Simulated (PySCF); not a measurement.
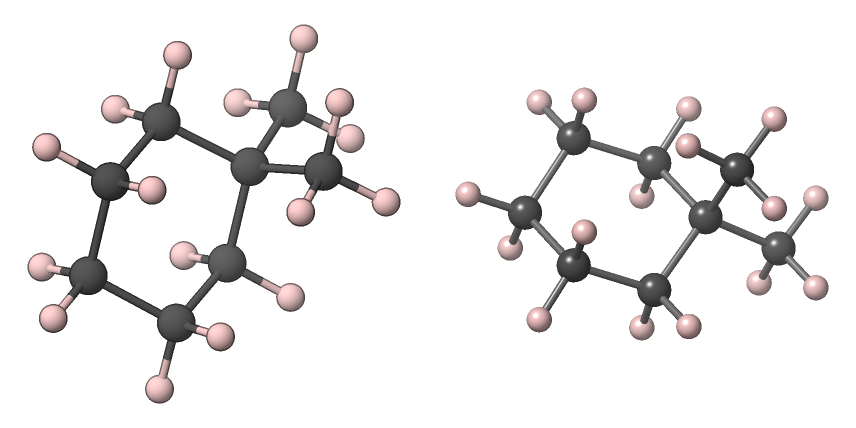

Two views of one molecule. Colours: carbon dark grey, hydrogen pink.

The computed structure is the end point of a GFN2-xTB optimisation. No frequency run is at hand to confirm it as a minimum.

What is the molecular formula?

C₈H₁₆, 24 atoms: 8 carbon and 16 hydrogen.

Write the SMILES.

CC1(C)CCCCC1

How many bonds of each kind are drawn?

16 C–H, 8 C–C.

The parts below concern this one geometry. Atoms keep their numbers from picture to picture.

Shape

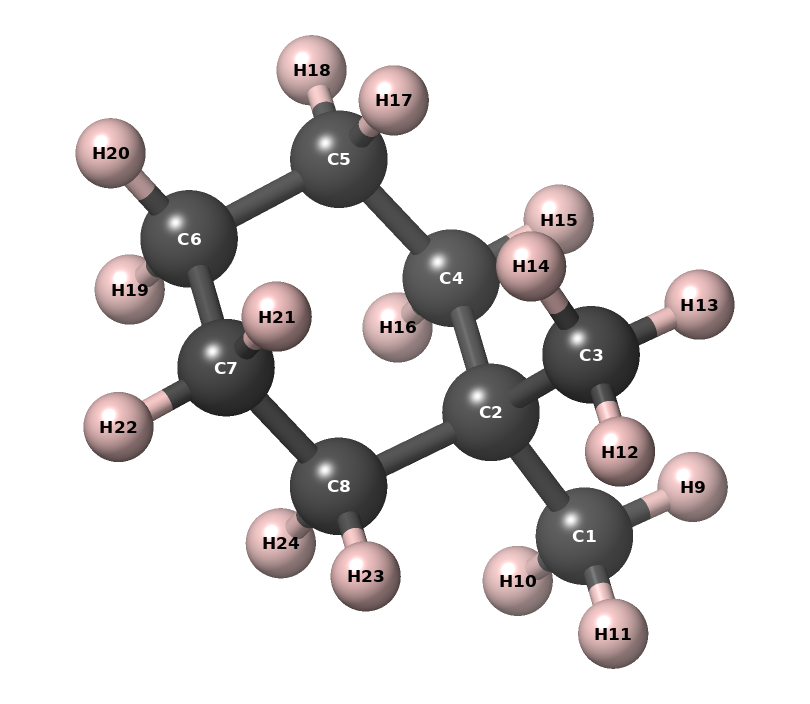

Numbered structure. No frequency run is at hand to confirm it as a minimum.

Give these bond angles: C1–C2–C3, C2–C1–H9, C2–C1–H10, C2–C4–H15, C4–C2–C8, C4–C5–C6, C4–C5–H17, C4–C5–H18, C5–C4–H15, C5–C6–H19, C6–C5–H17, C6–C5–H18.

| angle | degrees |
| --- | --- |
| C1–C2–C3 | 108.1 |
| C2–C1–H9 | 110.6 |
| C2–C1–H10 | 110.8 |
| C2–C4–H15 | 109.4 |
| C4–C2–C8 | 109.0 |
| C4–C5–C6 | 110.6 |
| C4–C5–H17 | 110.1 |
| C4–C5–H18 | 109.3 |
| C5–C4–H15 | 109.7 |
| C5–C6–H19 | 109.3 |
| C6–C5–H17 | 109.6 |
| C6–C5–H18 | 109.8 |

Charges

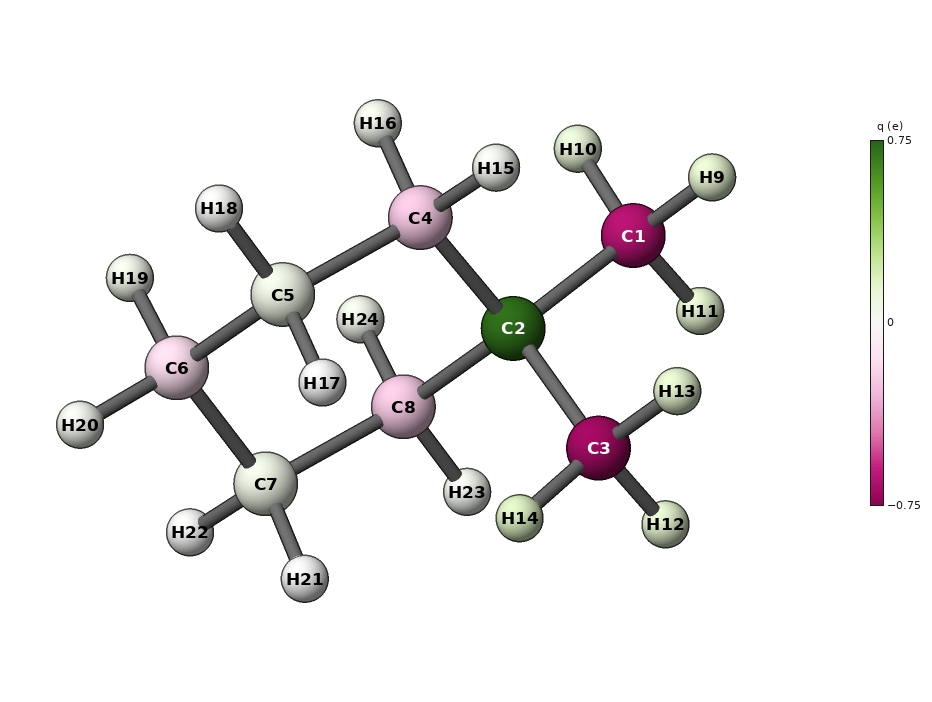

Atoms are coloured by their ESP-fitted charges. No frequency run is at hand to confirm it as a minimum. Level of theory: PBE0/pcSseg-1, gas phase (PySCF 2.14.0).

Give the ESP-fitted charges atom by atom.

```tsv
atom	value (e)
C1	−0.64
C2	0.71
C3	−0.69
C4	−0.23
C5	0.06
C6	−0.16
C7	0.06
C8	−0.23
H9	0.14
H10	0.12
H11	0.14
H12	0.15
H13	0.15
H14	0.17
H15	0.03
H16	0.04
H17	−0.01
H18	0.01
H19	0.05
H20	0.03
H21	−0.01
H22	0.01
H23	0.03
H24	0.04
```

Electronic properties

No frequency run is at hand to confirm it as a minimum. Properties computed with PBE0/pcSseg-1, gas phase (PySCF 2.14.0).

What is the dipole moment?

0.09 D.

Estimate the HOMO energy (Kohn–Sham orbital).

−8.15 eV.

Give the LUMO energy (Kohn–Sham orbital) at this level.

1.38 eV.

Bond orders

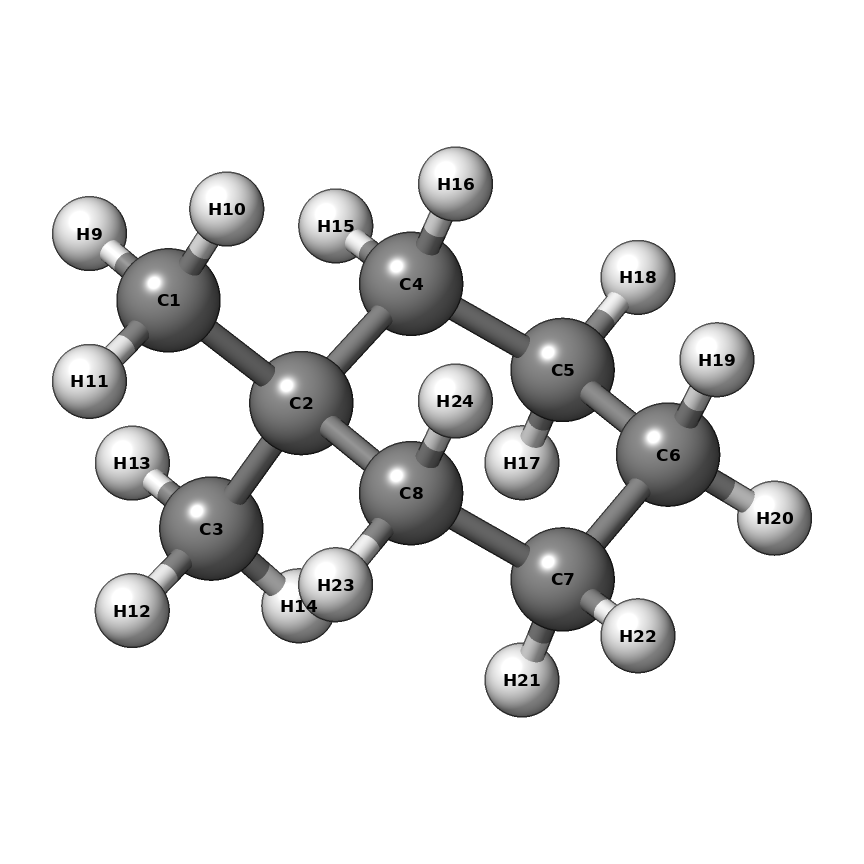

Every bond is drawn as one stick. No frequency run is at hand to confirm it as a minimum. Level of theory: PBE0/pcSseg-1 (PySCF 2.14.0).

List the Mayer bond orders of C1–C2, C2–C3, C2–C4, C5–C6, C4–C5 (bonds between heavy atoms, one of each equivalent set).

```json
{"bond": "C1–C2", "Mayer order": "1.05", "length (Å)": "1.533"}
{"bond": "C2–C3", "Mayer order": "1.00", "length (Å)": "1.531"}
{"bond": "C2–C4", "Mayer order": "0.98", "length (Å)": "1.536"}
{"bond": "C5–C6", "Mayer order": "1.04", "length (Å)": "1.525"}
{"bond": "C4–C5", "Mayer order": "1.04", "length (Å)": "1.526"}
```
